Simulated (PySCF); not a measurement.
# Run report: C6H14N2Si2, geometry relaxation (part 2 of 2)

C6H14N2Si2; PBE0-D3(BJ)/def2-SVP geometry optimisation, gas phase (PySCF 2.14.0). 

Geometry of the input (Å):
```
C  -3.3281  -0.3989  0.5073
N  -2.1722  -0.0056  -0.2277
C  -2.2603  1.3393  -0.7517
Si -0.6164  -0.7738  0.0580
C  0.3927  -0.4923  -1.4843
C  1.7176  -0.4018  -1.4463
Si 2.7422  -0.5724  0.1309
N  4.1717  0.3846  -0.1356
C  1.6403  -0.0412  1.5984
C  0.3109  -0.1407  1.5662
H  -3.2677  -1.4039  0.8518
H  -4.2221  -0.2904  -0.1367
H  -3.5399  0.2801  1.3682
H  -3.1137  1.4379  -1.4110
H  -1.3359  1.5619  -1.2926
H  -2.3595  2.0962  0.0662
H  -0.9743  -2.1900  0.2398
H  -0.1316  -0.3859  -2.4179
H  2.2670  -0.2540  -2.3649
H  3.1981  -1.9326  0.3531
H  4.8764  0.3458  0.5451
H  4.0639  1.3009  -0.4831
H  2.1372  0.3633  2.4438
H  -0.2603  0.1933  2.4173
```

Trajectory as extended XYZ, continued:
```
24
Properties=species:S:1:pos:R:3:forces:R:3 step=6 energy=-25156.94337
C    -3.4267   -0.1511    0.3640    0.0367   0.0856  -0.0459
N    -2.1092    0.1181   -0.1498    0.1155  -0.0168   0.0657
C    -1.8876    1.4766   -0.5791   -0.0859  -0.0390   0.0346
Si   -0.7425   -0.9192    0.1388   -0.0335  -0.0680  -0.0847
C     0.3269   -0.9302   -1.3995    0.0761   0.0001  -0.0248
C     1.6645   -0.7637   -1.4297   -0.0437  -0.0576   0.0319
Si    2.7587   -0.4860    0.0637    0.0648   0.0487  -0.0432
N     3.8281    0.8341   -0.2989   -0.0684   0.0050   0.0287
C     1.6654   -0.2611    1.5724   -0.1034  -0.0140   0.0307
C     0.3266   -0.4290    1.6003    0.0606   0.0517   0.0383
H    -3.5405   -1.2191    0.6024    0.0130   0.0102   0.0016
H    -4.2007    0.1083   -0.3830   -0.0149  -0.0163  -0.0132
H    -3.6613    0.4274    1.2810   -0.0050   0.0024   0.0249
H    -2.6021    1.7622   -1.3745    0.0074   0.0240  -0.0046
H    -0.8716    1.5927   -0.9896   -0.0190  -0.0149   0.0001
H    -1.9988    2.2119    0.2441   -0.0082   0.0092  -0.0052
H    -1.3346   -2.2697    0.4035    0.0078   0.0098  -0.0071
H    -0.2021   -1.0780   -2.3535   -0.0076  -0.0082  -0.0086
H     2.1780   -0.7866   -2.4032   -0.0192   0.0065  -0.0081
H     3.6643   -1.6540    0.3060   -0.0067  -0.0033  -0.0123
H     4.7207    0.9111    0.1750   -0.0232  -0.0123   0.0101
H     3.4328    1.7522   -0.4739    0.0335  -0.0075   0.0029
H     2.1622    0.0237    2.5134    0.0372   0.0172  -0.0098
H    -0.1916   -0.2647    2.5585   -0.0140  -0.0126  -0.0021
24
Properties=species:S:1:pos:R:3:forces:R:3 step=7 energy=-25156.94852
C    -3.4122   -0.1129    0.3448    0.0088  -0.0135  -0.0039
N    -2.0803    0.1232   -0.1439    0.0490   0.0273   0.0261
C    -1.8242    1.4814   -0.5511   -0.0418  -0.0115  -0.0076
Si   -0.7469   -0.9578    0.1374   -0.0124  -0.0429  -0.0285
C     0.3247   -1.0086   -1.3989   -0.0192   0.0105   0.0202
C     1.6584   -0.8207   -1.4287    0.0233   0.0020  -0.0316
Si    2.7471   -0.4601    0.0514    0.0083  -0.0117   0.0085
N     3.7271    0.9250   -0.3116   -0.0239   0.0298   0.0130
C     1.6590   -0.2959    1.5720    0.0027   0.0114   0.0315
C     0.3246   -0.4857    1.6044    0.0027  -0.0024   0.0255
H    -3.5580   -1.1799    0.5733    0.0059   0.0247  -0.0005
H    -4.1679    0.1713   -0.4122   -0.0069  -0.0082  -0.0075
H    -3.6457    0.4627    1.2643   -0.0024   0.0083   0.0082
H    -2.5190    1.7957   -1.3539    0.0122   0.0013   0.0092
H    -0.8006    1.5811   -0.9456   -0.0023  -0.0038   0.0014
H    -1.9334    2.2082    0.2799    0.0003   0.0019   0.0009
H    -1.3782   -2.2888    0.4064   -0.0007   0.0038  -0.0121
H    -0.2031   -1.1905   -2.3486    0.0252  -0.0101   0.0069
H     2.1716   -0.8586   -2.4021   -0.0072  -0.0036  -0.0040
H     3.7286   -1.5670    0.2872   -0.0075   0.0050  -0.0181
H     4.6308    1.0333    0.1344   -0.0236  -0.0108   0.0019
H     3.2847    1.8273   -0.4525    0.0220  -0.0179  -0.0024
H     2.1643   -0.0211    2.5129   -0.0078   0.0070  -0.0245
H    -0.1926   -0.3556    2.5688   -0.0043   0.0033  -0.0127
24
Properties=species:S:1:pos:R:3:forces:R:3 step=8 energy=-25156.94957
C    -3.4000   -0.0934    0.3397   -0.0083  -0.0281   0.0103
N    -2.0625    0.1240   -0.1409    0.0053   0.0281   0.0017
C    -1.7884    1.4803   -0.5394   -0.0002   0.0043  -0.0156
Si   -0.7488   -0.9821    0.1340    0.0107  -0.0109   0.0123
C     0.3285   -1.0459   -1.3977   -0.0374  -0.0003  -0.0287
C     1.6599   -0.8449   -1.4346    0.0202   0.0377   0.0248
Si    2.7365   -0.4452    0.0445   -0.0049  -0.0303   0.0135
N     3.6673    0.9738   -0.3110    0.0129   0.0213   0.0029
C     1.6508   -0.3146    1.5708    0.0324   0.0108   0.0098
C     0.3193   -0.5196    1.6065   -0.0204  -0.0320   0.0002
H    -3.5611   -1.1574    0.5698    0.0013   0.0084   0.0022
H    -4.1486    0.1982   -0.4220   -0.0010  -0.0028  -0.0013
H    -3.6306    0.4865    1.2577    0.0004   0.0059  -0.0066
H    -2.4745    1.8090   -1.3439    0.0033  -0.0056   0.0049
H    -0.7620    1.5691   -0.9290    0.0034   0.0026   0.0018
H    -1.8925    2.2040    0.2950    0.0024  -0.0020   0.0022
H    -1.4002   -2.3037    0.3982   -0.0053   0.0012  -0.0169
H    -0.1956   -1.2465   -2.3452    0.0034  -0.0130  -0.0009
H     2.1723   -0.8884   -2.4085   -0.0136  -0.0090   0.0081
H     3.7559   -1.5183    0.2723    0.0006   0.0024  -0.0074
H     4.5725    1.0985    0.1269   -0.0049   0.0006   0.0032
H     3.2020    1.8661   -0.4364    0.0028  -0.0061  -0.0050
H     2.1584   -0.0394    2.5100   -0.0095   0.0065  -0.0117
H    -0.1998   -0.4040    2.5716    0.0061   0.0104  -0.0039
24
Properties=species:S:1:pos:R:3:forces:R:3 step=9 energy=-25156.95004
C    -3.3958   -0.0909    0.3450   -0.0079  -0.0161   0.0098
N    -2.0600    0.1231   -0.1421   -0.0123   0.0187   0.0010
C    -1.7858    1.4783   -0.5436    0.0144   0.0057  -0.0104
Si   -0.7492   -0.9877    0.1273    0.0104   0.0021   0.0095
C     0.3282   -1.0468   -1.4040   -0.0187   0.0026   0.0089
C     1.6593   -0.8413   -1.4334    0.0088   0.0271  -0.0097
Si    2.7350   -0.4438    0.0472   -0.0142  -0.0160   0.0152
N     3.6631    0.9787   -0.3023    0.0169   0.0039  -0.0029
C     1.6482   -0.3178    1.5725    0.0212   0.0047  -0.0191
C     0.3173   -0.5280    1.6025   -0.0119  -0.0275   0.0100
H    -3.5560   -1.1530    0.5831   -0.0005  -0.0018   0.0035
H    -4.1479    0.1956   -0.4153    0.0015  -0.0014   0.0000
H    -3.6221    0.4954    1.2601    0.0000   0.0031  -0.0081
H    -2.4752    1.8075   -1.3447   -0.0016  -0.0045   0.0005
H    -0.7612    1.5650   -0.9384    0.0029   0.0027   0.0011
H    -1.8841    2.2030    0.2907    0.0008  -0.0019   0.0013
H    -1.4027   -2.3095    0.3838   -0.0064   0.0007  -0.0077
H    -0.1915   -1.2490   -2.3536    0.0074  -0.0075   0.0008
H     2.1730   -0.8831   -2.4063    0.0059  -0.0062   0.0031
H     3.7563   -1.5157    0.2706    0.0026  -0.0007  -0.0074
H     4.5655    1.1038    0.1409    0.0027   0.0037   0.0025
H     3.1973    1.8703   -0.4288   -0.0057   0.0004  -0.0041
H     2.1524   -0.0374    2.5116   -0.0133   0.0030   0.0004
H    -0.2052   -0.4108    2.5654   -0.0032   0.0053   0.0017
24
Properties=species:S:1:pos:R:3:forces:R:3 step=10 energy=-25156.95032
C    -3.3930   -0.0911    0.3526   -0.0012   0.0035   0.0006
N    -2.0603    0.1224   -0.1440   -0.0123   0.0012   0.0014
C    -1.7883    1.4757   -0.5529    0.0127   0.0025  -0.0018
Si   -0.7496   -0.9901    0.1208    0.0010   0.0117   0.0055
C     0.3306   -1.0384   -1.4088    0.0093  -0.0003   0.0125
C     1.6617   -0.8300   -1.4339   -0.0090   0.0095  -0.0125
Si    2.7349   -0.4446    0.0513   -0.0136   0.0064   0.0021
N     3.6696    0.9764   -0.2889    0.0110  -0.0146   0.0000
C     1.6426   -0.3206    1.5726    0.0025   0.0047  -0.0018
C     0.3121   -0.5351    1.6008   -0.0004  -0.0164  -0.0124
H    -3.5481   -1.1507    0.6038   -0.0007  -0.0065   0.0030
H    -4.1506    0.1844   -0.4064    0.0012  -0.0010  -0.0002
H    -3.6158    0.5052    1.2620    0.0000  -0.0001  -0.0046
H    -2.4834    1.8015   -1.3503   -0.0034   0.0000  -0.0028
H    -0.7664    1.5605   -0.9549    0.0005   0.0006   0.0002
H    -1.8803    2.2036    0.2794   -0.0015  -0.0007  -0.0002
H    -1.4036   -2.3138    0.3656   -0.0044  -0.0018  -0.0019
H    -0.1843   -1.2401   -2.3610   -0.0017  -0.0019   0.0019
H     2.1773   -0.8691   -2.4057    0.0096  -0.0020  -0.0008
H     3.7516   -1.5218    0.2691    0.0010  -0.0019   0.0002
H     4.5673    1.0996    0.1644    0.0042   0.0057   0.0015
H     3.2073    1.8689   -0.4209   -0.0085   0.0038  -0.0016
H     2.1415   -0.0336    2.5122    0.0012  -0.0001   0.0104
H    -0.2139   -0.4135    2.5612    0.0023  -0.0021   0.0014
```

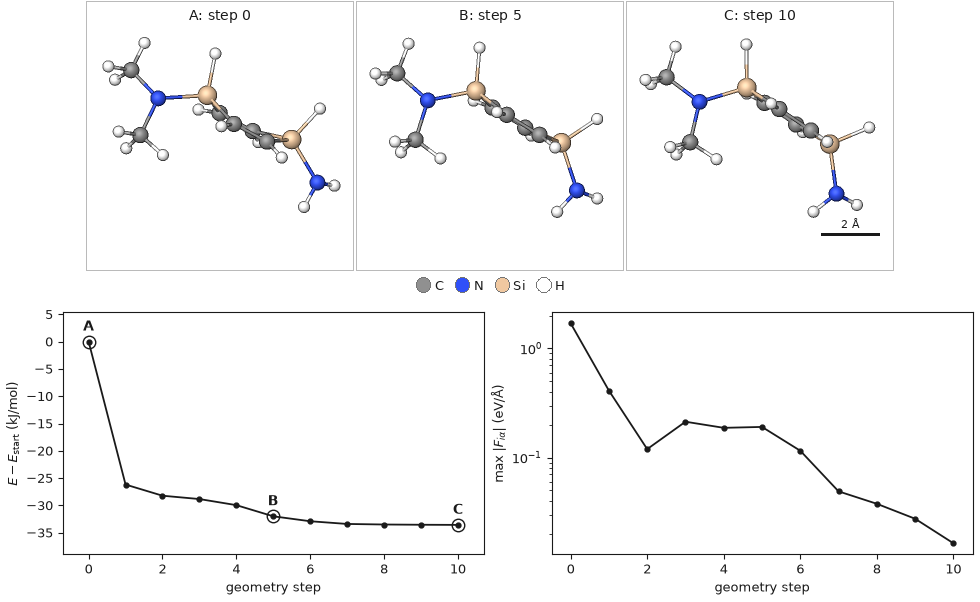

Figure 1. Frames of the relaxation (ball-and-stick view, seen at an oblique angle) above the curves, on which the letters mark them (steps are counted from 0).

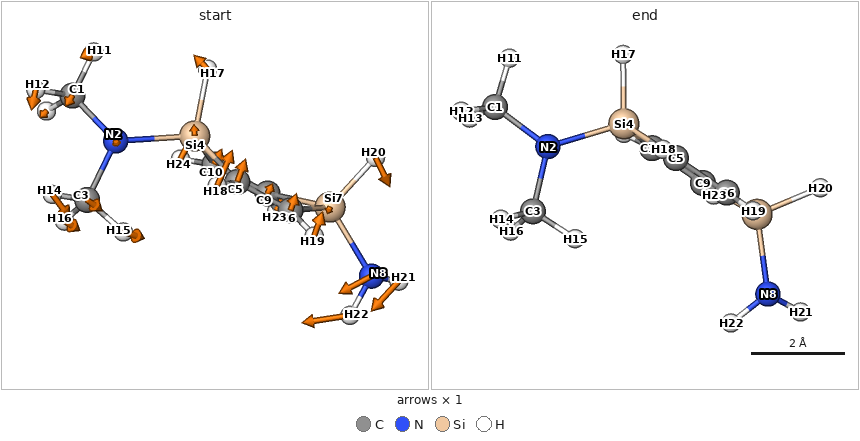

Figure 2. Before (left) and after (right) the relaxation, at one scale (ball-and-stick view, seen at an oblique angle). The orange arrows give the displacements, at true length. After 10 geometry steps the energy has fallen by 33.6 kJ/mol. The largest force component goes from 1.7 to 0.016 eV/Å. H22 moves most after the best rigid fit: 1.07 Å. Largest moves by element: H 1.07 Å, N 0.83 Å, C 0.55 Å, Si 0.26 Å. Among the contacts that change: Si7–H20 1.452 → 1.497 Å, C1–H11 1.064 → 1.100 Å, Si7–C9 1.911 → 1.877 Å, N8–H21 0.980 → 1.013 Å. Among the angles that change: H12–C1–H13 103.6° → 106.9°, Si7–C9–C10 122.4° → 125.5°, Si4–C10–C9 122.4° → 125.5°. (Atoms are counted from 1 in the order of the input.)
